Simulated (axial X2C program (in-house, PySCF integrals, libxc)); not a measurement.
**Run report: MoGe, relativistic diatomic calculation**

MoGe, single determinant with Ω = 1 (not the lowest found). The distance is the PBE0 minimum at charge 0. Computed at this level: expectation values, HF and Kohn-Sham, two-component X2C with atomic mean-field Coulomb and Gaunt terms, Mo dyall-cv3z, Ge dyall-cv3z (cores contracted) (axial X2C program (in-house, PySCF integrals, libxc)).

## Key numbers

- outcome: converged; the levels of theory disagree widely
- hardware: 1 thread of Arm Neoverse V2, 112 GiB of memory available, shared host
- wall time: 9.1 s
- peak memory: 0.56 GiB

## Input
```
{"zs": [42, 32], "q": 0, "bas": ["dyall-cv3z", "dyall-cv3z"], "r0": 2.59, "levels": ["PBE0", "HF", "BHandHLYP", "B3LYP", "r2SCAN"], "nst": 3}
```

The line is the task of a batch: nuclear charges, charge, bases, the levels to run, a first guess of the distance and further settings. This report covers the levels named above. The log is that of the reference distance, started from orbitals converged before.

Launched within a batch (the task file carries these settings):
```bash
python <driver script> task.json out
```

## Log
```
two-component X2C + atomic mean field  PBE0
basis functions 262  fitting functions 1297  grid points 5803
iter        total energy     max residual
   1      -6144.407405801     1.30e-05
   2      -6144.407405837     1.58e-05
   3      -6144.407405849     8.95e-06
   4      -6144.407405860     7.77e-06
   5      -6144.407405889     2.57e-06
   6      -6144.407405891     8.03e-07
   7      -6144.407405892     4.60e-07
converged
one-electron -9078.60590265  Coulomb 2852.81538098  exact exchange -50.25379865  xc functional -154.15098315  nuclear repulsion 288.40801763  atomic mean-field constant -2.62012005
```

## Expectation values by level of theory

```csv
quantity,PBE0,HF,BHandHLYP,B3LYP,r2SCAN
effective field for an electron dipole moment (GV/cm),−1.10,−0.788,−0.904,−1.09,−1.30
field gradient at the first nucleus (a.u.),−0.196,−0.558,−0.181,−0.0754,−0.198
field gradient at the second nucleus (a.u.),−3.88,−4.18,−4.10,−3.73,−3.77
"A∥/gI, first nucleus (MHz)",1000,691,811,938,1220
"A∥/gI, second nucleus (MHz)",−345,−411,−395,−365,−302
```

Each column comes from one determinant with 2 or more unpaired spinors, which can mix states, in a basis with contracted cores. The levels disagree widely: the field gradient at the first nucleus runs from −0.558 to −0.0754 a.u. They may not all have settled in the same state, and these values aren't reliable properties of the molecule.

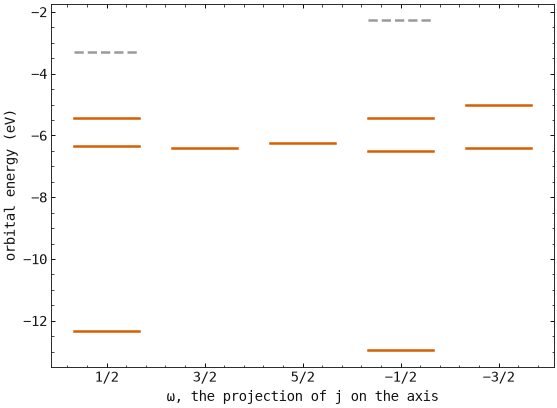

**Figure 1.** Orbital energies (PBE0) near the frontier at 2.47 Å, filled (solid) and empty (dashed). The highest filled spinor (−3/2; 66 % Ge p, 23 % Mo d) lies at −5.00 eV, the lowest empty one (1/2; 65 % Ge p, 23 % Mo d) at −3.30 eV.
